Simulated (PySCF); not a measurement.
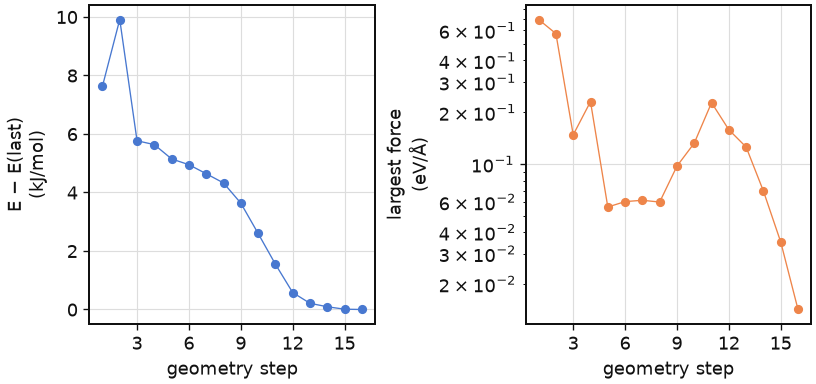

History of a geometry optimisation. The run: C4H4S2 (SMILES Sc1cccs1), by PBE0-D3(BJ)/def2-SVP, geometry optimisation (PySCF).

The optimisation met its thresholds at geometry 16, counting the start as the first. The energy fell by about 7.6 kJ/mol from the first step to the last, with a rise at step 2. The largest force goes from about 0.69 eV/Å at the start to 0.014 eV/Å at the end.
